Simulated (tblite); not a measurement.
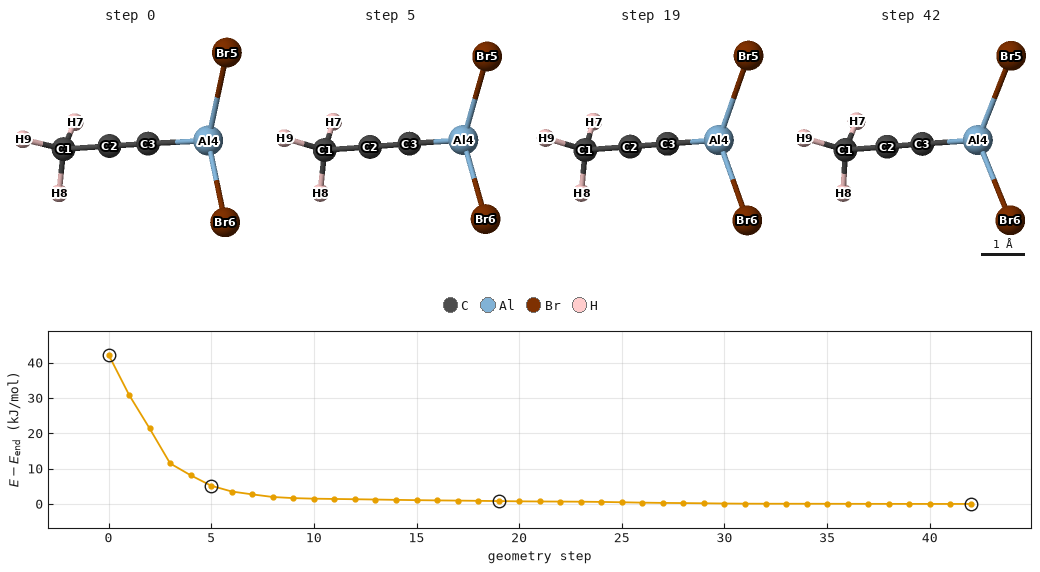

Frames of a relaxation of C3H3AlBr2, marked on the history of the run. Style: ball-and-stick. Shown from a free direction.

The calculation used GFN2-xTB geometry optimisation, gas phase (tblite). 

Q: What happens along the run?

A: The energy falls by 42.3 kJ/mol in 42 geometry steps. Al4 moves most after the best rigid fit: 0.32 Å. Largest moves by element: Al 0.32 Å, Br 0.22 Å, C 0.19 Å, H 0.11 Å. Some distances before and after: Al4–Br5 2.394 → 2.256 Å, Al4–Br6 2.374 → 2.256 Å, C1–H8 1.126 → 1.090 Å, C3–Al4 1.944 → 1.916 Å. Bond angles that change, for instance: H7–C1–H9 115.6° → 109.0°, Br5–Al4–Br6 115.0° → 119.6°, H8–C1–H9 105.7° → 109.0°. From step 0 to 5: Al4 moves most (0.16 Å), energy −37.1 kJ/mol. From step 5 to 19: Al4 moves most (0.13 Å), energy −4.35 kJ/mol. From step 19 to 42: C3 moves most (0.17 Å), energy −0.81 kJ/mol.

| step | E − E(0), kJ/mol |
| --- | --- |
| 0 | 0.00 |
| 1 | -11.39 |
| 2 | -20.89 |
| 3 | -30.80 |
| 4 | -34.16 |
| 5 | -37.12 |
| 6 | -38.76 |
| 7 | -39.57 |
| 8 | -40.31 |
| 9 | -40.63 |
| 10 | -40.79 |
| 12 | -40.94 |
| 13 | -41.03 |
| 15 | -41.21 |
| 17 | -41.33 |
| 18 | -41.40 |
| 20 | -41.54 |
| 22 | -41.61 |
| 23 | -41.64 |
| 25 | -41.81 |
| 27 | -41.98 |
| 29 | -42.09 |
| 30 | -42.16 |
| 32 | -42.22 |
| 34 | -42.23 |
| 35 | -42.24 |
| 37 | -42.25 |
| 39 | -42.27 |
| 40 | -42.28 |
| 42 | -42.28 |
